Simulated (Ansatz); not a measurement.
```yaml
atoms:
  - { symbol: In, position_ang: [1.6734, -0.1827, 0.0704] }
  - { symbol: H, position_ang: [2.2040, -1.7355, 0.5621] }
  - { symbol: H, position_ang: [2.4534, 1.2877, -0.3848] }
  - { symbol: O, position_ang: [-0.0108, 0.3437, 1.3476] }
  - { symbol: In, position_ang: [-1.6768, -0.1588, 0.0376] }
  - { symbol: H, position_ang: [-2.2391, -1.7039, 0.5186] }
  - { symbol: H, position_ang: [-2.4269, 1.3224, -0.4327] }
  - { symbol: O, position_ang: [0.0093, -0.4903, -1.3010] }
  - { symbol: H, position_ang: [-0.0075, 1.2518, 1.6705] }
  - { symbol: H, position_ang: [0.0209, 0.0656, -2.0882] }
```

Geometry: PBE0-D4/def2-SVP; core potentials replace the inner electrons of In.

The calculation used Ansatz 0.2.0, RKS PBE0-D4/def2-TZVP.

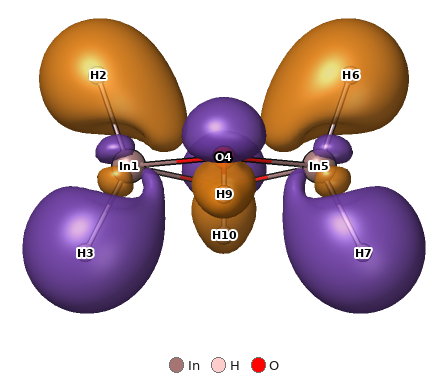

H$_{6}$In$_{2}$O$_{2}$ ((H2In-mu-OH)2). One frontier orbital at ±0.08 Å⁻³ᐟ² (orange and purple are the two phases), seen from one side.

### Which orbital is it: HOMO or LUMO?

The HOMO, at −8.05 eV. Its weight (Hirshfeld) is mainly on In1 (about 15 %), In5 (about 15 %), H3 (about 15 %), H7 (about 15 %), H2 (about 10 %) and H6 (about 10 %).
